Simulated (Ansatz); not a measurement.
## From SnH4 to SnH(CH3)3: predicting a member

Gas-phase molecules. On one Sn centre, n of the H ligands are replaced by CH3. The mean Sn–H bond length y in Å at PBE0-D4/def2-TZVP. The shapes are optimised at that level. Programs: Ansatz 0.2.0.

| molecule | n | y (Å) |
| --- | --- | --- |
| SnH4 | 0 | 1.704 |
| SnH3(CH3) | 1 | ? |
| SnH2(CH3)2 | 2 | 1.715 |
| SnH(CH3)3 | 3 | 1.719 |

Problem. Fit y = c + s·n to the known rows and predict SnH3(CH3).

Solution. 
1. Means of the 3 rows: n = 1.66667, y = 1.7127.
2. Σ(Δn)² = 4.6667, Σ(Δn·Δy) = 0.023667, so the slope is 0.023667/4.6667 = 0.0050715.
3. Intercept: 1.7127 − (0.0050715) × 1.66667 = 1.7042. The largest residual of the fit is 0.0006.
4. SnH3(CH3): 1.7042 + (0.0050715) × 1 = 1.709 Å.

The run gave 1.709 Å, so the prediction is off by 0.000 Å: they agree to the digits shown. The steps per swap are +0.005, +0.006, +0.004 Å. For atoms past krypton def2 sets carry core potentials with scalar relativity.

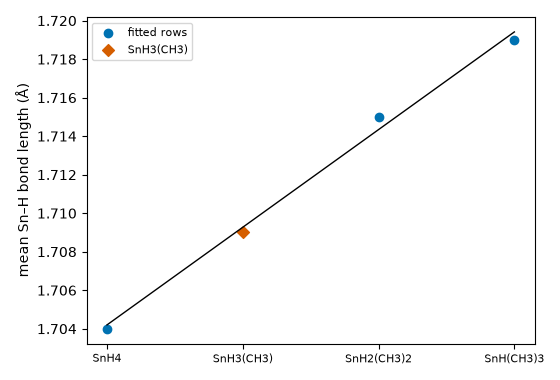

The fitted line, with the withheld member.
